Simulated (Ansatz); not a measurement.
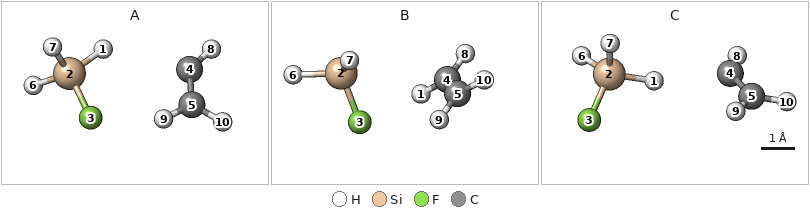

3 geometries from a converged minimum-energy path of C₂H₆FSi (multiplicity 2), made up of SiH$_{3}$F and C$_{2}$H$_{3}$, shuffled. A ball-and-stick model, seen at a tilt.

These are results of UKS BLYP-D4/6-31G* (Ansatz 0.2.0), not measurements. Set-up: 7 movable images; climbing image; force threshold 0.05 eV/Å; iteration limit 60; starting path through a guess of the saddle point.

Which frame is the transition state?

Answer. C. In order along the path, whose images run from 0 to 8: A (image 0, 0.0 kJ/mol), C (image 2, +7.4 kJ/mol), B (image 7, −90.4 kJ/mol). A hydrogen atom shifts from one atom to another. Breaking: H1–Si2 (1.49 → 1.49 at the top → 3.05 Å). Forming: H1–C4 (2.78 → 2.50 at the top → 1.09 Å).

Limits of the set-up: the start holds two separate molecules, 2.3 Å apart at their closest, whose relative position is a soft coordinate.
